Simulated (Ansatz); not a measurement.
The starting structures come from a database of crystals and need not be the phases stable at ambient conditions.

 Where the default PAW files enter, the runs use the earlier of Ansatz's two default sets.

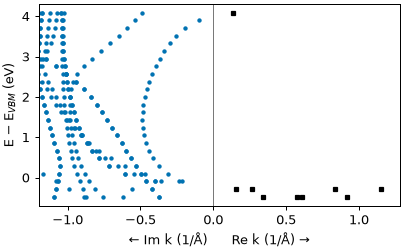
Complex bands at the centre of the two-dimensional zone; r2SCAN (Ansatz, a quantum-chemistry and plane-wave program)

The gap is the functional's own, uncorrected, and κ follows it; spin-orbit coupling is left out. Mid-gap values are interpolated between the computed energies.

This is SnF₄ (I4/mmm, not sure to be the ambient phase, 5 atoms a cell, 14.0 Å³ an atom, -5 GPa at this level) along the normal of (100). Read off the slowest decay at the centre of the two-dimensional zone at 2.00 eV, the computed energy nearest the middle of the gap.

κ ≈ 0.47 1/Å, a decay length 1/(2κ) of the density of 1.1 Å.
